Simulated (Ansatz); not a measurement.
# CH₅FGeS: single points with varied inputs

Aim: run CH₅FGeS under a spread of inputs, and see what each costs and gives.

The runs use Ansatz 0.2.0, Gaussian basis; the settings change from run to run.

## (1) The relaxed structure

An earlier PBE0-D4 in a triple-zeta def2 set relaxation fixed the geometry.

SMILES `[CH3][GeH]([F])[SH]`, 9 atoms, charge 0, spin multiplicity 1.

Atoms are counted from 1 here; the program's logs count them from 0.

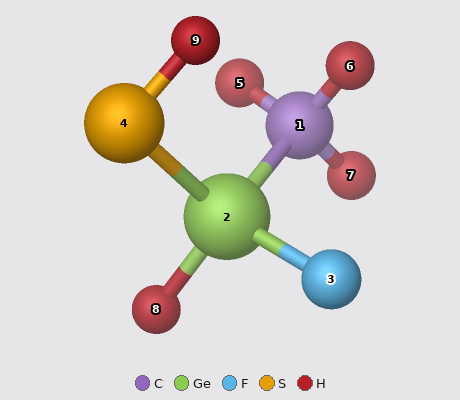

The geometry (carbon purple, germanium green, fluorine blue, sulfur amber, hydrogen red); atoms are numbered from 1 in the order of the file.

Coordinates:

```xyz
9
charge 0, multiplicity 1
C    -0.0298    0.6016   -1.0623
Ge    0.3699   -0.7029    0.3087
F     1.9057   -0.2136    0.9799
S    -1.1286   -0.7352    1.9295
H    -0.9820    0.3661   -1.5383
H    -0.0881    1.5941   -0.6143
H     0.7622    0.5983   -1.8120
H     0.5587   -2.1542   -0.1510
H    -1.2794    0.5996    1.9428
```

## (2) B97/STO-3G

Options: unrestricted orbitals.

The input, in.yaml:

```yaml
crystal:
  periodic: [false, false, false]
  atoms:
    - {symbol: C, position_ang: [-0.029813, 0.601590, -1.062288]}
    - {symbol: Ge, position_ang: [0.369877, -0.702901, 0.308676]}
    - {symbol: F, position_ang: [1.905716, -0.213607, 0.979862]}
    - {symbol: S, position_ang: [-1.128630, -0.735172, 1.929453]}
    - {symbol: H, position_ang: [-0.982013, 0.366089, -1.538266]}
    - {symbol: H, position_ang: [-0.088113, 1.594055, -0.614293]}
    - {symbol: H, position_ang: [0.762238, 0.598298, -1.812029]}
    - {symbol: H, position_ang: [0.558700, -2.154170, -0.151039]}
    - {symbol: H, position_ang: [-1.279362, 0.599619, 1.942824]}
basis:
  gaussian: {orbitals: STO-3G}
magnetization: {spin_polarized: true, initial_magnetization: 0}
hamiltonian: {xc: {name: B97}}
output: {forces: true}
```

Command:

```console
$ ansatz run in.yaml --threads 4 --pin off --events-out ev --progress --plain --max-ram 10444MiB
```

Log, shortened:

```text
Functional definition: B97
  name "B97"
  cite "Becke, J. Chem. Phys. 107, 8554 (1997) doi:10.1063/1.475007"
[...]
      + integral(e_c_pw_opposite_spin*poly(b97_u_opposite, cos0, cos1, cos2))
490 factors; integrals over basis functions are off by at most 2.8e-5 eV
[...]
mean field -70361.49132595 eV, -2585.7371134969 hartree, gradient 2.2e-5 eV, S^2 0.000000; 0 other end points of the search recorded, 0 dependent functions left out
[...]
reference -70361.49133976 eV, -2585.7371140043 hartree; 34, 34 occupied and 8, 8 virtual orbitals, 490 factors
Total energy: -70361.49133976 eV, -2585.7371140043 hartree
Atom 0 at    -0.029813     0.601590    -1.062288 Å, force     0.321137    -1.342735     1.276729 eV/Å
Atom 1 at     0.369877    -0.702901     0.308676 Å, force     0.659610    -0.858852    -0.506530 eV/Å
Atom 2 at     1.905716    -0.213607     0.979862 Å, force    -0.674754    -0.216689    -0.245723 eV/Å
Atom 3 at    -1.128630    -0.735172     1.929453 Å, force     0.278035    -0.574531    -0.273795 eV/Å
Atom 4 at    -0.982013     0.366089    -1.538266 Å, force    -0.228102     0.121363    -0.289314 eV/Å
Atom 5 at    -0.088113     1.594055    -0.614293 Å, force    -0.072659     0.363031    -0.067388 eV/Å
Atom 6 at     0.762238     0.598298    -1.812029 Å, force     0.097292     0.137456    -0.335641 eV/Å
Atom 7 at     0.558700    -2.154170    -0.151039 Å, force    -0.316756     1.792161     0.433265 eV/Å
Atom 8 at    -1.279362     0.599619     1.942824 Å, force    -0.063804     0.578795     0.008396 eV/Å
Dipole moment:    -0.079685     0.120997    -0.213486 e Å
```

Wall time 1.2 s (4 threads of INTEL XEON PLATINUM 8581C at 2.10GHz, shared host).

Largest force 1.880 eV/Å, dipole 1.24 D, ⟨S²⟩ 0.000.

## (3) B97/x2c-TZVPPall

Set apart from the defaults: charge +1, multiplicity 2, density fitting with cc-pVTZ-jkfit, the search for lower states set to off.

in.yaml: that of step 2 with these lines changed.

```diff
@@ -13,5 +13,7 @@
 basis:
-  gaussian: {orbitals: STO-3G}
-magnetization: {spin_polarized: true, initial_magnetization: 0}
+  gaussian: {orbitals: x2c-TZVPPall, fitting: {mean_field: cc-pVTZ-jkfit}}
+total_charge: 1
+magnetization: {spin_polarized: true, initial_magnetization: 1}
 hamiltonian: {xc: {name: B97}}
+scf: {lower_state_search: off}
 output: {forces: true}
```

The command is unchanged.

Log, shortened:

```text
Functional definition: B97
  name "B97"
  cite "Becke, J. Chem. Phys. 107, 8554 (1997) doi:10.1063/1.475007"
[...]
      + integral(e_c_pw_opposite_spin*poly(b97_u_opposite, cos0, cos1, cos2))
[...]
636 factors; integrals over basis functions are off by at most 1.3e0 eV
[...]
mean field -71803.38264326 eV, -2638.7256420588 hartree, gradient 6.7e-6 eV, S^2 0.754885; 0 other end points of the search recorded, 0 dependent functions left out
[...]
reference -71803.38266808 eV, -2638.7256429711 hartree; 34, 33 occupied and 188, 189 virtual orbitals, 636 factors
Total energy: -71803.38266808 eV, -2638.7256429711 hartree
Relativity: scalar
Atom 0 at    -0.029813     0.601590    -1.062288 Å, force    -0.783618     0.554252    -0.041839 eV/Å
Atom 1 at     0.369877    -0.702901     0.308676 Å, force     2.521165    -0.549696    -2.123121 eV/Å
Atom 2 at     1.905716    -0.213607     0.979862 Å, force    -0.607928    -0.000775     0.286983 eV/Å
Atom 3 at    -1.128630    -0.735172     1.929453 Å, force    -1.150610    -0.185287     1.156412 eV/Å
Atom 4 at    -0.982013     0.366089    -1.538266 Å, force    -0.022653    -0.009878    -0.053222 eV/Å
Atom 5 at    -0.088113     1.594055    -0.614293 Å, force     0.014723     0.033259     0.055023 eV/Å
Atom 6 at     0.762238     0.598298    -1.812029 Å, force     0.220024    -0.318011     0.148479 eV/Å
Atom 7 at     0.558700    -2.154170    -0.151039 Å, force    -0.192517     0.082461     0.308173 eV/Å
Atom 8 at    -1.279362     0.599619     1.942824 Å, force     0.001415     0.393675     0.263111 eV/Å
Dipole moment:    -0.998920     0.135977     0.114249 e Å
Checks for a lower state left out: stability, starts, cluster_reference, orbital_swaps, neighbouring_geometries, increment
```

Run time: 3.7 s. Hardware: 4 threads of INTEL XEON PLATINUM 8581C at 2.10GHz, shared host; peak memory 0.47 GiB.

Largest force 3.342 eV/Å, ⟨S²⟩ 0.755.

## (4) rPW86-PBE/6-31G*

This run has atoms shaken by 0.08 Å, density fitting with cc-pVTZ-jkfit, finite nuclei, D3(BJ) dispersion.

The input, in.yaml:

```yaml
crystal:
  periodic: [false, false, false]
  atoms:
    - {symbol: C, position_ang: [0.031816, 0.654093, -0.982254]}
    - {symbol: Ge, position_ang: [0.320663, -0.617859, 0.250351]}
    - {symbol: F, position_ang: [1.939422, -0.211534, 1.012386]}
    - {symbol: S, position_ang: [-1.131331, -0.697971, 1.864356]}
    - {symbol: H, position_ang: [-0.921101, 0.390489, -1.605946]}
    - {symbol: H, position_ang: [-0.050324, 1.580863, -0.531851]}
    - {symbol: H, position_ang: [0.712037, 0.657254, -1.814928]}
    - {symbol: H, position_ang: [0.671391, -2.158950, -0.253808]}
    - {symbol: H, position_ang: [-1.285694, 0.557014, 2.060760]}
basis:
  gaussian: {orbitals: "6-31G*", fitting: {mean_field: cc-pVTZ-jkfit}, nuclear_model: gaussian}
hamiltonian: {xc: {name: rPW86-PBE}, dispersion: d3bj}
output: {forces: true}
```

Same command.

Log, shortened:

```text
Functional definition: rPW86-PBE
  name "rPW86-PBE"
  cite "Murray, Lee & Langreth, J. Chem. Theory Comput. 5, 2754 (2009) doi:10.1021/ct900365q"
  cite "Perdew, Burke & Ernzerhof, Phys. Rev. Lett. 77, 3865 (1996) doi:10.1103/PhysRevLett.77.3865"
  parent pbe
[...]
636 factors; integrals over basis functions are off by at most 1.4e-1 eV
[...]
mean field -71220.17486782 eV, -2617.2931516242 hartree, gradient 3.9e-5 eV, S^2 0.000000; 0 other end points of the search recorded, 0 dependent functions left out
[...]
reference -71220.17497251 eV, -2617.2931554711 hartree; 34, 34 occupied and 60, 60 virtual orbitals, 636 factors
Total energy: -71220.36381813 eV, -2617.3000954197 hartree
Atom 0 at     0.031816     0.654093    -0.982254 Å, force    -2.618798    -0.439777    -4.568773 eV/Å
Atom 1 at     0.320663    -0.617859     0.250351 Å, force     3.226480    -3.478518     1.810315 eV/Å
Atom 2 at     1.939422    -0.211534     1.012386 Å, force    -0.891232    -0.038029    -0.390309 eV/Å
Atom 3 at    -1.131331    -0.697971     1.864356 Å, force    -0.674145    -2.767875     0.523128 eV/Å
Atom 4 at    -0.921101     0.390489    -1.605946 Å, force     0.858546     0.571740     1.430037 eV/Å
Atom 5 at    -0.050324     1.580863    -0.531851 Å, force    -0.303285     2.362547     0.799274 eV/Å
Atom 6 at     0.712037     0.657254    -1.814928 Å, force     1.230085     0.166840    -0.136284 eV/Å
Atom 7 at     0.671391    -2.158950    -0.253808 Å, force    -0.668734     1.138845     0.340363 eV/Å
Atom 8 at    -1.285694     0.557014     2.060760 Å, force    -0.158916     2.484226     0.192249 eV/Å
Dipole moment:    -0.380206     0.328164    -0.498357 e Å
```

Run time: 1 s. Hardware: 4 threads of INTEL XEON PLATINUM 8581C at 2.10GHz, shared host.

Largest force 5.284 eV/Å, dipole 3.40 D.

## (5) r2SCANh/def2-mTZVP

Options: charge +1, multiplicity 2, atoms shaken by 0.08 Å, density fitting with cc-pVTZ-jkfit, D4 dispersion.

The input, in.yaml:

```yaml
crystal:
  periodic: [false, false, false]
  atoms:
    - {symbol: C, position_ang: [0.094966, 0.588986, -1.107986]}
    - {symbol: Ge, position_ang: [0.376205, -0.775571, 0.249225]}
    - {symbol: F, position_ang: [1.839702, -0.206482, 1.145954]}
    - {symbol: S, position_ang: [-1.124558, -0.676354, 1.898699]}
    - {symbol: H, position_ang: [-0.983214, 0.355043, -1.375041]}
    - {symbol: H, position_ang: [-0.209283, 1.592125, -0.618369]}
    - {symbol: H, position_ang: [0.691178, 0.621404, -1.788851]}
    - {symbol: H, position_ang: [0.593479, -2.260878, -0.201131]}
    - {symbol: H, position_ang: [-1.275887, 0.564767, 1.828135]}
basis:
  gaussian: {orbitals: def2-mTZVP, fitting: {mean_field: cc-pVTZ-jkfit}}
total_charge: 1
magnetization: {spin_polarized: true, initial_magnetization: 1}
hamiltonian: {xc: {name: r2SCANh}, dispersion: d4}
```

The command is unchanged.

Log, shortened:

```text
Functional definition: r2SCANh
  name "r2SCANh"
  cite "Bursch, Neugebauer, Ehlert & Grimme, J. Chem. Phys. 156, 134105 (2022) doi:10.1063/5.0086040"
  cite "Furness, Kaplan, Ning, Perdew & Sun, J. Phys. Chem. Lett. 11, 8208 (2020) doi:10.1021/acs.jpclett.0c02405"
  cite "Furness, Kaplan, Ning, Perdew & Sun, J. Phys. Chem. Lett. 11, 9248 (2020) doi:10.1021/acs.jpclett.0c03077"
  parent r2scan
[...]
636 factors; integrals over basis functions are off by at most 1.2e-1 eV
[...]
mean field -71177.88771486 eV, -2615.7391274159 hartree, gradient 5.2e-5 eV, S^2 0.756457; 3 other end points of the search recorded, 0 dependent functions left out
reference -71177.88772648 eV, -2615.7391278431 hartree; 34, 33 occupied and 77, 78 virtual orbitals, 636 factors
Total energy: -71177.92875284 eV, -2615.7406355340 hartree
```

It took 2.7 s on 4 threads of INTEL XEON PLATINUM 8581C at 2.10GHz, shared host.

⟨S²⟩ 0.756.

## (6) HF/aug-cc-pVDZ

The input, in.yaml:

```yaml
crystal:
  periodic: [false, false, false]
  atoms:
    - {symbol: C, position_ang: [-0.029813, 0.601590, -1.062288]}
    - {symbol: Ge, position_ang: [0.369877, -0.702901, 0.308676]}
    - {symbol: F, position_ang: [1.905716, -0.213607, 0.979862]}
    - {symbol: S, position_ang: [-1.128630, -0.735172, 1.929453]}
    - {symbol: H, position_ang: [-0.982013, 0.366089, -1.538266]}
    - {symbol: H, position_ang: [-0.088113, 1.594055, -0.614293]}
    - {symbol: H, position_ang: [0.762238, 0.598298, -1.812029]}
    - {symbol: H, position_ang: [0.558700, -2.154170, -0.151039]}
    - {symbol: H, position_ang: [-1.279362, 0.599619, 1.942824]}
basis:
  gaussian: {orbitals: aug-cc-pVDZ}
hamiltonian: {xc: {name: HF}}
```

Launched as before.

Log:

```text
Functional definition: HF
  name "HF"
  cite "Fock, Z. Phys. 61, 126 (1930) doi:10.1007/BF01340294"
  parent pbe
  exchange = exact_x
  correlation = 0
1811 factors; their error is unknown
mean field evaluation 1: about -71103.6178 eV, gradient 3.7e1 eV
mean field evaluation 2: about -71106.0996 eV, gradient 2.1e1 eV
mean field evaluation 4: about -71106.8906 eV, gradient 1.2e0 eV
mean field evaluation 8: about -71108.3101 eV, gradient 6.2e-1 eV
mean field -71108.31053336 eV, -2613.1822131569 hartree, gradient 3.5e-5 eV, S^2 0.000000; 0 other end points of the search recorded, 0 dependent functions left out
reference -71108.31053336 eV, -2613.1822131569 hartree; 34, 34 occupied and 120, 120 virtual orbitals, 1811 factors
Total energy: -71108.31053336 eV, -2613.1822131569 hartree
```

Wall time 0.65 s (4 threads of INTEL XEON PLATINUM 8581C at 2.10GHz, shared host).

## (7) wPBEh/pcseg-2

Set apart from the defaults: finite nuclei, high accuracy.

in.yaml: that of step 6 with these lines changed.

```diff
@@ -13,3 +13,4 @@
 basis:
-  gaussian: {orbitals: aug-cc-pVDZ}
-hamiltonian: {xc: {name: HF}}
+  gaussian: {orbitals: pcseg-2, nuclear_model: gaussian}
+hamiltonian: {xc: {name: wPBEh}}
+accuracy: high
```

Launched as before.

Log, shortened:

```text
Functional definition: wPBEh
  name "wPBEh"
  cite "Heyd, Scuseria & Ernzerhof, J. Chem. Phys. 118, 8207 (2003) doi:10.1063/1.1564060"
  cite "Krukau, Vydrov, Izmaylov & Scuseria, J. Chem. Phys. 125, 224106 (2006) doi:10.1063/1.2404663"
  cite "Heyd & Scuseria, J. Chem. Phys. 120, 7274 (2004) doi:10.1063/1.1668634"
  cite "Ernzerhof & Perdew, J. Chem. Phys. 109, 3313 (1998) doi:10.1063/1.476928"
  cite "Perdew, Burke & Ernzerhof, Phys. Rev. Lett. 77, 3865 (1996) doi:10.1103/PhysRevLett.77.3865"
  parent pbe
[...]
3619 factors; integrals over basis functions are off by at most 2.3e-8 eV
108 factors; integrals over basis functions are off by at most 2.6e-9 eV
[...]
mean field -71179.88140358 eV, -2615.8123941252 hartree, gradient 4.4e-8 eV, S^2 0.000000; 0 other end points of the search recorded, 0 dependent functions left out
reference -71179.88140807 eV, -2615.8123942901 hartree; 34, 34 occupied and 173, 173 virtual orbitals, 3619 factors
Total energy: -71179.88140807 eV, -2615.8123942901 hartree
```

It took 7 s on 4 threads of INTEL XEON PLATINUM 8581C at 2.10GHz, shared host; peak memory 1.3 GiB.

## (8) revPBE0/def2-mTZVP

This run has charge +1, multiplicity 2, D4 dispersion.

in.yaml: that of step 7 with these lines changed.

```diff
@@ -13,4 +13,5 @@
 basis:
-  gaussian: {orbitals: pcseg-2, nuclear_model: gaussian}
-hamiltonian: {xc: {name: wPBEh}}
-accuracy: high
+  gaussian: {orbitals: def2-mTZVP}
+total_charge: 1
+magnetization: {spin_polarized: true, initial_magnetization: 1}
+hamiltonian: {xc: {name: revPBE0}, dispersion: d4}
```

The command is unchanged.

Log, shortened:

```text
Functional definition: revPBE0
  name "revPBE0"
  cite "Zhang & Yang, Phys. Rev. Lett. 80, 890 (1998) doi:10.1103/PhysRevLett.80.890"
  cite "Adamo & Barone, J. Chem. Phys. 110, 6158 (1999) doi:10.1063/1.478522"
  cite "Perdew, Burke & Ernzerhof, Phys. Rev. Lett. 77, 3865 (1996) doi:10.1103/PhysRevLett.77.3865"
[...]
1034 factors; integrals over basis functions are off by at most 1.1e-3 eV
[...]
mean field -71175.09195461 eV, -2615.6363851217 hartree, gradient 2.5e-5 eV, S^2 0.754963; 4 other end points of the search recorded, 0 dependent functions left out
reference -71175.09199017 eV, -2615.6363864287 hartree; 34, 33 occupied and 77, 78 virtual orbitals, 1034 factors
Total energy: -71175.46519020 eV, -2615.6501012770 hartree
```

Wall time 2 s (4 threads of INTEL XEON PLATINUM 8581C at 2.10GHz, shared host).

⟨S²⟩ 0.755.

## (9) revPBE0/STO-3G

Set apart from the defaults: unrestricted orbitals, finite nuclei.

in.yaml: that of step 8 with these lines changed.

```diff
@@ -13,5 +13,5 @@
 basis:
-  gaussian: {orbitals: def2-mTZVP}
-total_charge: 1
-magnetization: {spin_polarized: true, initial_magnetization: 1}
-hamiltonian: {xc: {name: revPBE0}, dispersion: d4}
+  gaussian: {orbitals: STO-3G, nuclear_model: gaussian}
+magnetization: {spin_polarized: true, initial_magnetization: 0}
+hamiltonian: {xc: {name: revPBE0}}
+output: {forces: true}
```

Launched as before.

Log, shortened:

```text
Functional definition: revPBE0
  name "revPBE0"
  cite "Zhang & Yang, Phys. Rev. Lett. 80, 890 (1998) doi:10.1103/PhysRevLett.80.890"
  cite "Adamo & Barone, J. Chem. Phys. 110, 6158 (1999) doi:10.1063/1.478522"
  cite "Perdew, Burke & Ernzerhof, Phys. Rev. Lett. 77, 3865 (1996) doi:10.1103/PhysRevLett.77.3865"
[...]
490 factors; integrals over basis functions are off by at most 2.8e-5 eV
[...]
mean field -70361.98499877 eV, -2585.7552556386 hartree, gradient 2.0e-5 eV, S^2 0.000000; 0 other end points of the search recorded, 0 dependent functions left out
[...]
reference -70361.98501742 eV, -2585.7552563238 hartree; 34, 34 occupied and 8, 8 virtual orbitals, 490 factors
Total energy: -70361.98501742 eV, -2585.7552563238 hartree
Atom 0 at    -0.029813     0.601590    -1.062288 Å, force     0.285933    -1.263208     1.193303 eV/Å
Atom 1 at     0.369877    -0.702901     0.308676 Å, force     0.624731    -0.824360    -0.399759 eV/Å
Atom 2 at     1.905716    -0.213607     0.979862 Å, force    -0.719979    -0.225876    -0.257393 eV/Å
Atom 3 at    -1.128630    -0.735172     1.929453 Å, force     0.349048    -0.394914    -0.373275 eV/Å
Atom 4 at    -0.982013     0.366089    -1.538266 Å, force    -0.132766     0.138009    -0.236402 eV/Å
Atom 5 at    -0.088113     1.594055    -0.614293 Å, force    -0.062974     0.257868    -0.105236 eV/Å
Atom 6 at     0.762238     0.598298    -1.812029 Å, force     0.022963     0.128674    -0.252326 eV/Å
Atom 7 at     0.558700    -2.154170    -0.151039 Å, force    -0.318094     1.771861     0.417066 eV/Å
Atom 8 at    -1.279362     0.599619     1.942824 Å, force    -0.048863     0.411945     0.014023 eV/Å
Dipole moment:    -0.084533     0.129457    -0.226989 e Å
```

It took 0.55 s on 4 threads of INTEL XEON PLATINUM 8581C at 2.10GHz, shared host.

Largest force 1.848 eV/Å, dipole 1.32 D, ⟨S²⟩ 0.000.

## (10) BLYP/def2-mTZVP

This run has density fitting with def2-universal-jkfit.

in.yaml: that of step 9 with these lines changed.

```diff
@@ -13,5 +13,4 @@
 basis:
-  gaussian: {orbitals: STO-3G, nuclear_model: gaussian}
-magnetization: {spin_polarized: true, initial_magnetization: 0}
-hamiltonian: {xc: {name: revPBE0}}
+  gaussian: {orbitals: def2-mTZVP, fitting: {mean_field: def2-universal-jkfit}}
+hamiltonian: {xc: {name: BLYP}}
 output: {forces: true}
```

The command is unchanged.

Log, shortened:

```text
Functional definition: BLYP
  name "BLYP"
  cite "Becke, Phys. Rev. A 38, 3098 (1988) doi:10.1103/PhysRevA.38.3098"
  cite "Lee, Yang & Parr, Phys. Rev. B 37, 785 (1988) doi:10.1103/PhysRevB.37.785"
[...]
636 factors; integrals over basis functions are off by at most 1.6e0 eV
[...]
mean field -71192.94054230 eV, -2616.2923086211 hartree, gradient 2.4e-5 eV, S^2 0.000000; 0 other end points of the search recorded, 0 dependent functions left out
[...]
reference -71192.94089304 eV, -2616.2923215105 hartree; 34, 34 occupied and 77, 77 virtual orbitals, 636 factors
Total energy: -71192.94089304 eV, -2616.2923215105 hartree
Atom 0 at    -0.029813     0.601590    -1.062288 Å, force    -0.063434     0.202086    -0.255441 eV/Å
Atom 1 at     0.369877    -0.702901     0.308676 Å, force    -0.364217    -0.513719    -0.379960 eV/Å
Atom 2 at     1.905716    -0.213607     0.979862 Å, force     1.009236     0.312194     0.413912 eV/Å
Atom 3 at    -1.128630    -0.735172     1.929453 Å, force    -0.438160    -0.569926     0.509384 eV/Å
Atom 4 at    -0.982013     0.366089    -1.538266 Å, force    -0.157617     0.008180    -0.124407 eV/Å
Atom 5 at    -0.088113     1.594055    -0.614293 Å, force    -0.016095     0.198969     0.015843 eV/Å
Atom 6 at     0.762238     0.598298    -1.812029 Å, force     0.108060     0.048682    -0.162034 eV/Å
Atom 7 at     0.558700    -2.154170    -0.151039 Å, force     0.019476    -0.243274    -0.074668 eV/Å
Atom 8 at    -1.279362     0.599619     1.942824 Å, force    -0.097250     0.556808     0.057372 eV/Å
Dipole moment:    -0.300567     0.177690    -0.439595 e Å
```

It took 0.5 s on 4 threads of INTEL XEON PLATINUM 8581C at 2.10GHz, shared host.

Largest force 1.135 eV/Å, dipole 2.70 D.

## (11) All runs side by side

```csv
level,charge,multiplicity,geometry,functions,energy (eV),time
B97/STO-3G,0,1,relaxed,42,-70361.491,1.2 s
B97/x2c-TZVPPall,1,2,relaxed,222,-71803.383,3.7 s
rPW86-PBE/6-31G*,0,1,shaken,94,-71220.364,1 s
r2SCANh/def2-mTZVP,1,2,shaken,111,-71177.929,2.7 s
HF/aug-cc-pVDZ,0,1,relaxed,154,-71108.311,0.65 s
wPBEh/pcseg-2,0,1,relaxed,207,-71179.881,7 s
revPBE0/def2-mTZVP,1,2,relaxed,111,-71175.465,2 s
revPBE0/STO-3G,0,1,relaxed,42,-70361.985,0.55 s
BLYP/def2-mTZVP,0,1,relaxed,111,-71192.941,0.5 s
```

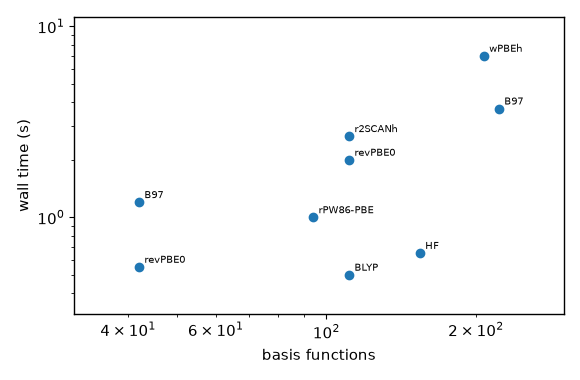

Wall time against the number of basis functions (shared host).

## (12) What came out

| quantity | value |
| --- | --- |
| runs | 9 |
| quickest | BLYP/def2-mTZVP, 0.5 s |
| slowest | wPBEh/pcseg-2, 7 s |
| spread of total energies, same state and geometry | 831.4 eV |
| dipole, same state and geometry | 1.24 to 2.70 D |

What this shows: wPBEh/pcseg-2 took 14 times as long as BLYP/def2-mTZVP. The jobs differ in tasks and options as well as level. Total energies at one charge and spin differ by 831 eV between levels, so only differences within one level mean anything. At the PBE0-D4/def2-TZVP geometry and in the same state, runs without warnings or point charges leave forces up to 1.88 eV/Å (B97/STO-3G), against 5.3 eV/Å where the atoms were moved. At that geometry and state the dipole changes by 118 % between the lowest and highest value.
